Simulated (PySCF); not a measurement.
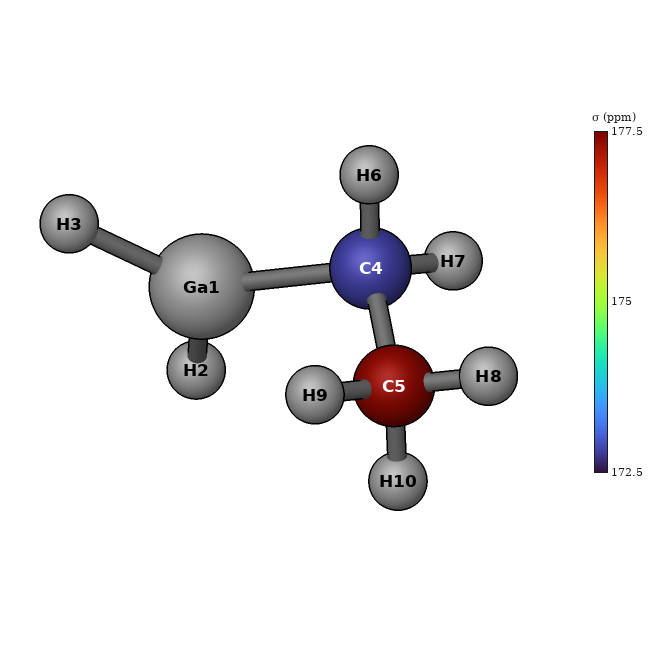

Atoms are coloured by their isotropic NMR shieldings (C only, the others grey). The computed structure is the end point of a PBE0-D3(BJ)/def2-SVP optimisation. No frequency run is at hand to confirm it as a minimum. Level of theory: GIAO PBE0/pcSseg-1 (pcSseg-2 on Ga) NMR shielding, non-relativistic, gas phase (PySCF 2.14.0).

Give the isotropic NMR shieldings of the C atoms atom by atom.

```
atom  σ (ppm)
  C4    172.8
  C5    177.4
```
